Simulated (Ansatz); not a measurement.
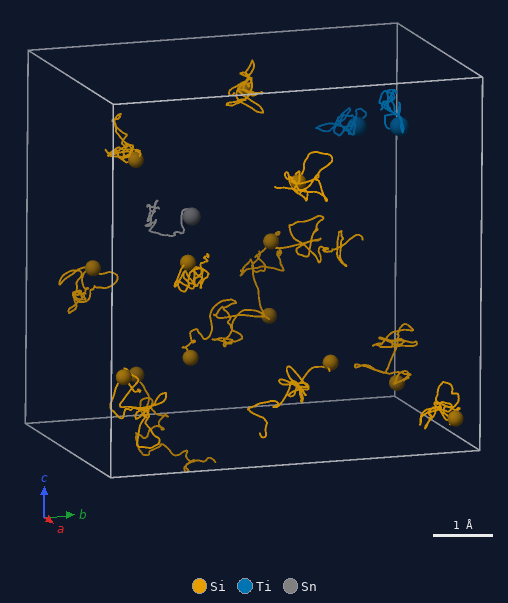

First-principles dynamics of an amorphous cell of composition Ti₂Si₁₃Sn (16 atoms in the cell), 750 fs long. It starts from the last geometry of an earlier run, with fresh velocities. Lines trace each atom's path, in the colour of its element; spheres stand at the starting positions. Seen slightly off an axis in the simulation cell.

Method: DFT PBE, scalar-relativistic, plane waves, PAW (Ansatz 0.2.0). Settings: plane-wave cutoff 420 eV; k-point mesh 1 × 1 × 1; Fermi-Dirac smearing 0.148 eV; volume 1.05 times that of the relaxed crystal; set temperature 1720 K; time step 3 fs.

What do the traces tell about the motion?

Answer. In the second half of the run the atoms are, in the root-mean-square, this far from where they began (common drift taken out): Si 1.16 Å, Sn 0.91 Å, Ti 0.50 Å. Against the typical shortest distance between atoms in the first frame, about 2.3 Å these are large excursions, but over 750 fs one can't yet tell strong vibration from the start of diffusion. 2 of the 16 free atoms end more than three quarters of that spacing from the start. Bond changes: 19 Si–Si bonds form between 45 fs and 687 fs; 18 Si–Si bonds break between 138 fs and 735 fs; 6 Si–Si contacts open and close in turn. The mean temperature in the second half is 1579 K (standard deviation 321 K). The potential energy in the second half lies on average 123 meV per atom below the first frame. The mean pressure there is 2.6 GPa.

Limits of the set-up: the periodic images lie only 6.5 Å apart, so the values are limited by the cell's size.
